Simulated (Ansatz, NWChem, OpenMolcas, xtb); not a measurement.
**Ligand exchange: RbBr + KI → RbI + KBr**

Gas-phase species: RbBr, singlet; KI (Potassium Iodide), singlet; RbI, singlet; KBr, singlet. The partners trade Br for I: Rb–Br and K–I bonds give way to Rb–I and K–Br.

Shapes, held fixed at every level: measured bond length; KBr from PBE0-D4/def2-TZVP. Programs: Ansatz 0.2.0, NWChem 7.3.0, OpenMolcas 26.06, xtb 6.7.1. A level may come from different programs for different species; with the same settings they agree closely. Electronic energies: no zero-point or thermal term.

```json
{"level": "GFN0-xTB", "kind": "semi-empirical", "ΔE (kJ/mol)": "+10.5"}
{"level": "SVWN5/STO-3G", "kind": "LDA", "ΔE (kJ/mol)": "-17.9"}
{"level": "r2SCAN/STO-3G", "kind": "meta-GGA", "ΔE (kJ/mol)": "-15.4"}
{"level": "r2SCAN0/STO-3G", "kind": "global hybrid", "ΔE (kJ/mol)": "-13.4"}
{"level": "HSE06/STO-3G", "kind": "range-separated hybrid", "ΔE (kJ/mol)": "-15.3"}
{"level": "RPA@PBE/STO-3G", "kind": "RPA", "ΔE (kJ/mol)": "-15.3"}
{"level": "CCSDT/STO-3G", "kind": "coupled cluster or CI", "ΔE (kJ/mol)": "-13.2"}
{"level": "FCI/STO-3G", "kind": "full CI, core frozen", "ΔE (kJ/mol)": "-13.2"}
{"level": "PBE0/def2-SVP", "kind": "global hybrid", "ΔE (kJ/mol)": "+2.3"}
```

PBE0/def2-SVP gives ΔE = +2.3 kJ/mol; the levels span -17.9 to +10.5. That is about zero within the method's error. They disagree on the sign: 2 of 9 are positive. The median of the levels is -13.4. No measured value is set beside it here. For atoms past krypton def2 sets carry core potentials with scalar relativity. All-electron rows are non-relativistic unless named. Relativity is left out for Br. Outer-core shells of Br, I, K, Rb are correlated, in sets that cover them unevenly. Rows in sets without polarisation functions are far from converged.

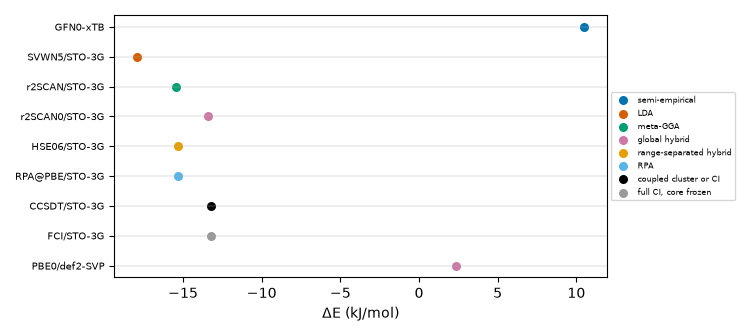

The values of the table, level by level.
